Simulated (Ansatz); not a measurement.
The figure comes from a scan of W (bcc, W type): a phonon pattern at N = (0.5, 0.0, 0.0) is frozen into a 2-atom cell, Q being the largest atomic displacement. Calculation: PBE (plane waves to 420 eV, PAW, scalar-relativistic; Ansatz, a program for electronic structure). k mesh 10×20×20 (Γ-centred), Fermi-Dirac smearing 0.05 eV. With partly filled bands, energies and forces of such displacements shift with the k mesh and the smearing. Spin-orbit coupling is left out, though W is heavy. The PAW data are Ansatz's earlier set. W is run without spin polarisation. W was relaxed with its symmetry unable to fall. 

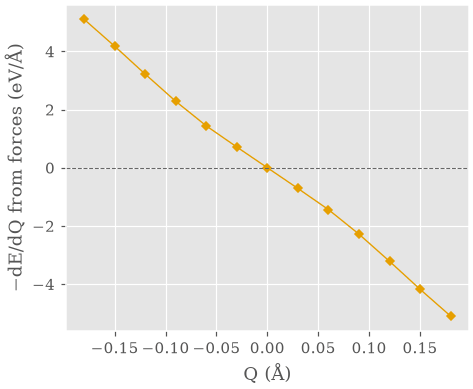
*−dE/dQ from forces (eV/Å) against Q (Å); one marker a computed point.*

Question: Turn the plot into a table (rounded to what can be read).

Answer: To the nearest 0.2:

```tsv
Q (Å)	−dE/dQ from forces (eV/Å)
-0.180	5.2
-0.150	4.2
-0.120	3.2
-0.090	2.2
-0.060	1.4
-0.030	0.8
0.000	0.0
0.030	-0.8
0.060	-1.4
0.090	-2.2
0.120	-3.2
0.150	-4.2
0.180	-5.2
```

(A displaced cell: forces are minus the slopes of the energy, force constants its curvatures, and phonons follow from these.)
